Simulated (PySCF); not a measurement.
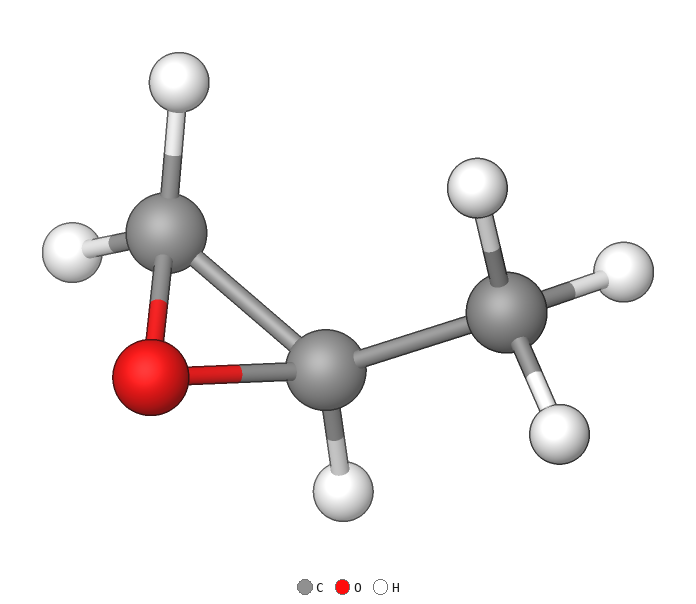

The picture shows a molecular structure as a ball-and-stick model. Every bond is drawn as one stick, whatever its order.

Describe the molecule.

The molecule is C₃H₆O. As SMILES it reads `C[C@@H]1CO1`. Independent rings (smallest set): 1 of 3 members. Among its groups: ether. This geometry has C1 symmetry. Coordination, clear cases only: 1 C tetrahedral.

The parts below concern this one geometry. Atoms keep their numbers from picture to picture. The geometry was computed by an optimisation with PBE0-D3(BJ)/def2-SVP. No frequency run is at hand to confirm it as a minimum.

NMR shielding

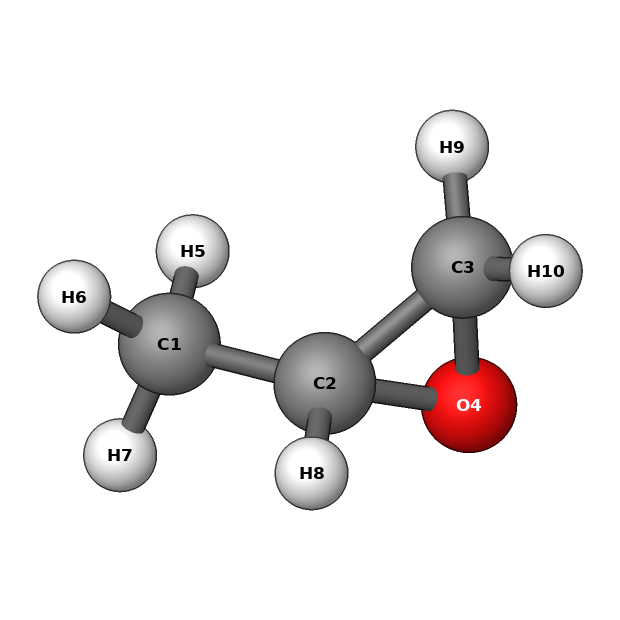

No frequency run is at hand to confirm it as a minimum. Level of theory: GIAO WP04/pcSseg-2 NMR shielding, non-relativistic, gas phase (PySCF 2.14.0). Principal shieldings σ11 ≤ σ22 ≤ σ33, span Ω = σ33 − σ11, skew κ = 3(σiso − σ22)/Ω.

Question: Which C atom has the most anisotropic shielding?

Answer: C2, with a span of 101 ppm.

Give the shielding tensors of the C atoms.

```json
{"atom": "C1", "σ11": "132.7", "σ22": "146.6", "σ33": "173.7", "σiso": "151.0", "Ω": "41.0", "κ": "0.32"}
{"atom": "C2", "σ11": "63.5", "σ22": "132.6", "σ33": "164.0", "σiso": "120.0", "Ω": "100.5", "κ": "−0.38"}
{"atom": "C3", "σ11": "77.0", "σ22": "130.5", "σ33": "158.0", "σiso": "121.9", "Ω": "81.0", "κ": "−0.32"}
```

Shieldings and span in ppm.

Levels of theory compared

No frequency run is at hand to confirm it as a minimum. Program: PySCF 2.14.0.

At this fixed geometry, give HOMO–LUMO gap (eV), dipole (D), HOMO energy (eV) at these levels: B3LYP/def2-SVPD; B3LYP/pcJ-1; PBE0/pcSseg-1; WP04/pcSseg-2.

```csv
level,HOMO–LUMO gap (eV),dipole (D),HOMO energy (eV)
B3LYP/def2-SVPD,8.22,1.96,−7.63
B3LYP/pcJ-1,8.86,2.00,−7.44
PBE0/pcSseg-1,9.46,2.00,−7.73
WP04/pcSseg-2,8.44,2.03,−8.89
```

Quadrupole coupling

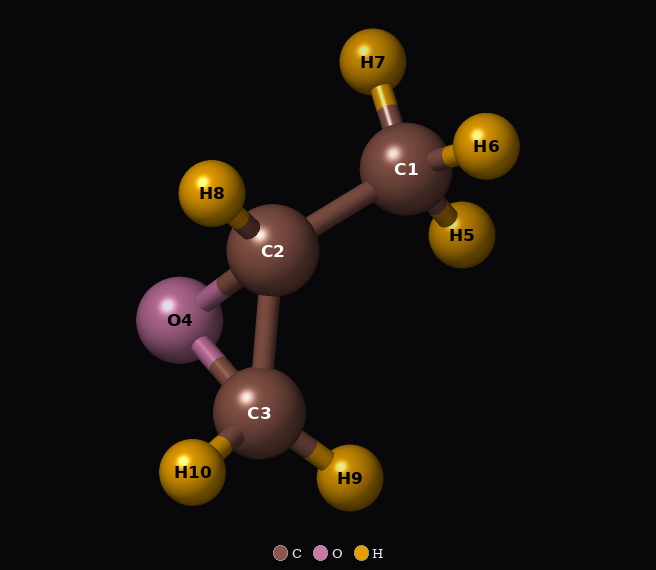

No frequency run is at hand to confirm it as a minimum. Electric field gradients from the ground-state density, B3LYP/pcJ-1 (PySCF 2.14.0), non-relativistic apart from any core potentials.

Give the largest field-gradient component, the quadrupole coupling constant and the asymmetry for 17O at O4 (Q = −25.6 mb), 2H at H5 (Q = 2.86 mb), 2H at H6 (Q = 2.86 mb), 2H at H7 (Q = 2.86 mb), 2H at H8 (Q = 2.86 mb).

| atom | V_zz (a.u.) | e²qQ/h (MHz) | η |
| --- | --- | --- | --- |
| O4 | −2.232 | 13.42 | 0.11 |
| H5 | 0.281 | 0.189 | 0.04 |
| H6 | 0.281 | 0.189 | 0.04 |
| H7 | 0.280 | 0.188 | 0.03 |
| H8 | 0.273 | 0.184 | 0.08 |
